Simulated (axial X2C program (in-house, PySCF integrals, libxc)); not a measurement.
**Linear HIrH⁻ at several levels**

Aim: the two bond lengths and stretching wavenumbers of linear HIrH⁻, with and without spin–orbit coupling, at PBE0, HF, PBE, MP2.

The runs use an in-house X2C program for linear molecules on PySCF integrals; all-electron X2C, two-component (2c) or spin-free, H dyall-v3z, Ir dyall-v3z.

All values are calculated.

2 further runs of the same task are left out: 2 set aside as unsound or not needed.

## 1. Set-up

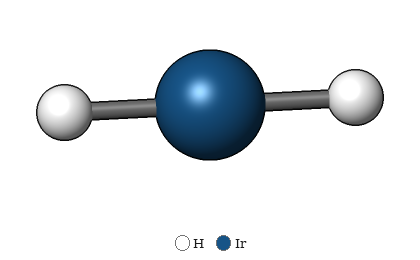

The atoms on one line, bonds 1.540 and 1.540 Å (hydrogen white, iridium blue).

Contents of task.json:

```json
{"zs": [1, 77, 1], "q": -1, "bas": ["dyall-v3z", "dyall-v3z", "dyall-v3z"], "r0": [1.54, 1.54], "symm": 1, "scan": ["PBE0", "HF", "PBE"], "levels": ["PBE0", "HF", "PBE"], "nst": 2}
```

Keys: zs atomic numbers; q charge; bas basis sets; r0 starting distance in Å; symm equal bonds; scan levels of the two-bond scan (MP2 follows by itself at each HF point); levels methods; nst determinants followed.

Started as:

```console
> python solin.py task.json out
```

Masses H 1.008, Ir 192.963, H 1.008 u.

## 2. Scan at PBE0, 2c

State: Ω = 4 (beyond evenly filled blocks: ω = 3/2, ω = 5/2). Energies above the lowest point, from the job's result record:

```csv
r(H–Ir) (Å),r(Ir–H) (Å),E (meV)
1.6555,1.6555,30.12
1.6555,1.6980,12.93
1.6555,1.7404,17.30
1.6980,1.6555,12.93
1.6980,1.6980,0.00
1.6980,1.7404,8.37
1.6980,1.7829,34.22
1.7404,1.6555,17.30
1.7404,1.6980,8.37
1.7404,1.7404,20.51
1.7829,1.6980,34.22
1.7829,1.7829,82.65
```

A quadratic surface with cubic terms in each bond gives the minimum at 1.701 and 1.701 Å, force constants 1.86, 1.86 and coupling 0.33 mdyn/Å.

## 3. Scan at HF, 2c

State: Ω = 4 (beyond evenly filled blocks: ω = 3/2, ω = 5/2). Energies above the lowest point, from the job's result record:

| r(H–Ir) (Å) | r(Ir–H) (Å) | E (meV) |
| --- | --- | --- |
| 1.6555 | 1.6555 | 60.51 |
| 1.6555 | 1.6980 | 30.07 |
| 1.6555 | 1.7404 | 21.78 |
| 1.6980 | 1.6555 | 30.07 |
| 1.6980 | 1.6980 | 4.16 |
| 1.6980 | 1.7404 | 0.10 |
| 1.6980 | 1.7829 | 14.04 |
| 1.7404 | 1.6555 | 21.78 |
| 1.7404 | 1.6980 | 0.10 |
| 1.7404 | 1.7404 | 0.00 |
| 1.7829 | 1.6980 | 14.04 |
| 1.7829 | 1.7829 | 38.79 |

A quadratic surface with cubic terms in each bond gives the minimum at 1.723 and 1.723 Å, force constants 1.73, 1.73 and coupling 0.35 mdyn/Å.

## 4. Scan at PBE, 2c

State: Ω = 4 (beyond evenly filled blocks: ω = 3/2, ω = 5/2). Energies above the lowest point, from the job's result record:

```csv
r(H–Ir) (Å),r(Ir–H) (Å),E (meV)
1.6555,1.6555,39.08
1.6555,1.6980,17.46
1.6555,1.7404,17.29
1.6980,1.6555,17.46
1.6980,1.6980,0.00
1.6980,1.7404,3.73
1.6980,1.7829,24.80
1.7404,1.6555,17.29
1.7404,1.6980,3.73
1.7404,1.7404,11.11
1.7829,1.6980,24.80
1.7829,1.7829,63.41
```

A quadratic surface with cubic terms in each bond gives the minimum at 1.709 and 1.709 Å, force constants 1.78, 1.78 and coupling 0.33 mdyn/Å.

## 5. The levels side by side

| level | r(H–Ir) (Å) | r(Ir–H) (Å) | lower stretch (cm⁻¹) | upper stretch (cm⁻¹) |
| --- | --- | --- | --- | --- |
| PBE0, 2c | 1.701 | 1.701 | 1608.9 | 1921.0 |
| HF, 2c | 1.723 | 1.723 | 1530.5 | 1872.2 |
| PBE, 2c | 1.709 | 1.709 | 1573.9 | 1883.9 |
| MP2, 2c | 1.687 | 1.687 | 1672.9 | 1996.6 |
| PBE0, spin-free | 1.704 | 1.704 | 1601.7 | 1924.4 |
| HF, spin-free | 1.726 | 1.726 | 1521.2 | 1873.4 |
| PBE, spin-free | 1.712 | 1.712 | 1567.6 | 1888.2 |
| MP2, spin-free | 1.690 | 1.690 | 1667.9 | 2000.4 |

Scans not shown above were run alike.

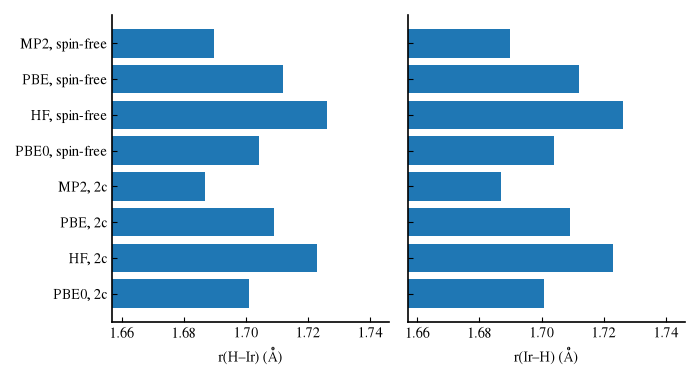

The two bond lengths by level.

In words: Over the levels the H–Ir bond spans 1.687 to 1.726 Å and the Ir–H bond 1.687 to 1.726 Å. At PBE0 going from spin-free to two-component moves the bonds by -0.003 and -0.003 Å. Each state is one determinant, the lowest of a limited PBE0 search; the stretches come from a fit to few points and are good to some per cent at best. MP2 freezes inner shells (threshold -2 hartree). For an anion the highest level of a functional can be positive, and the basis then holds the extra electron. The molecule was held linear; bending was not examined, so a bent shape may lie lower. Open-shell Ω = 0 determinants with evenly filled partner blocks cannot be reached by this program, so the Ω shown need not be the lowest component. Note: functional without a current term on a determinant with orbital currents, of the molecule or an atom. Note: several unpaired electrons, one determinant need not be a pure state.
